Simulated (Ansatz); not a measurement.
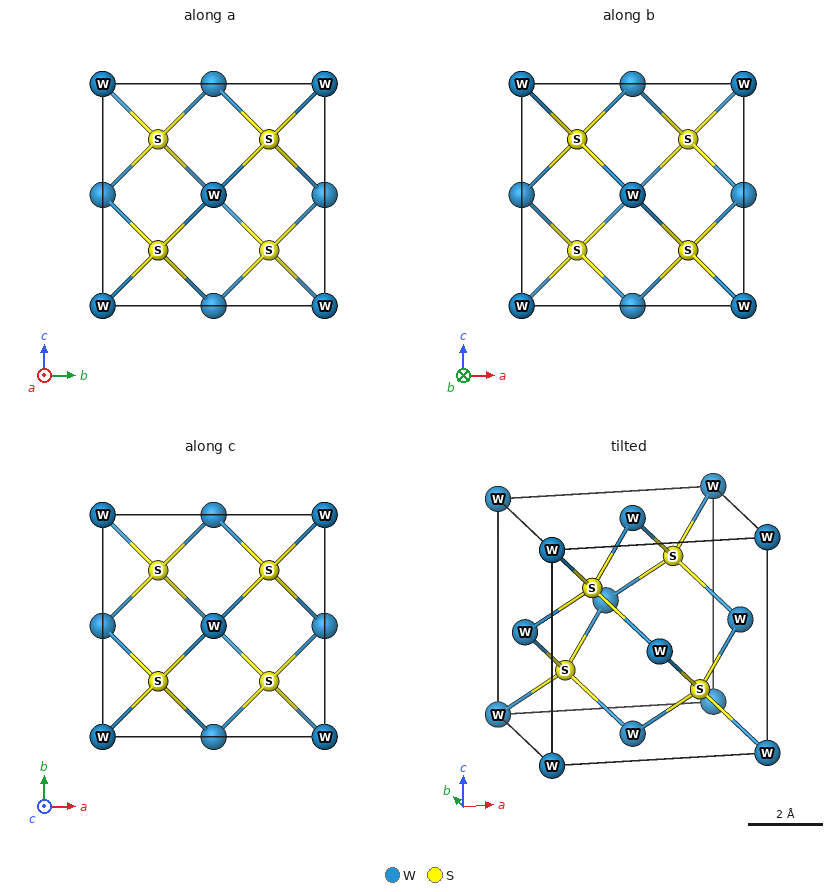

View along the a axis, along the b axis, along the c axis and slightly off an axis, drawn as a ball-and-stick model. Atoms at the boundary of the conventional unit cell (the box) are drawn once for each face, edge or corner they touch.

Lattice parameters: a = 6.0278 Å, b = 6.0278 Å, c = 6.0278 Å, α = 90.000°, β = 90.000°, γ = 90.000°.

Give the structure in the form of a CIF in P1 with every atom of the cell.

```cif
data_structure
_symmetry_space_group_name_H-M 'P 1'
_symmetry_Int_Tables_number 1
_cell_length_a 6.0278
_cell_length_b 6.0278
_cell_length_c 6.0278
_cell_angle_alpha 90.000
_cell_angle_beta 90.000
_cell_angle_gamma 90.000
_cell_volume 219.01
loop_
_atom_site_label
_atom_site_type_symbol
_atom_site_fract_x
_atom_site_fract_y
_atom_site_fract_z
_atom_site_occupancy
W1 W 0.0000 0.0000 0.0000 1
S1 S 0.2500 0.2500 0.7500 1
W2 W 0.0000 0.5000 0.5000 1
S2 S 0.2500 0.7500 0.2500 1
W3 W 0.5000 0.0000 0.5000 1
S3 S 0.7500 0.2500 0.2500 1
W4 W 0.5000 0.5000 0.0000 1
S4 S 0.7500 0.7500 0.7500 1
```

Origin of the cell: a structure type filled with these elements by a generator (whether the compound takes this form wasn't checked). Earlier steps of the study, as a rule a relaxation of our own, may have changed the cell and positions, so they can lie some per cent off the listed ones. It was set up as input for a calculation with Ansatz.
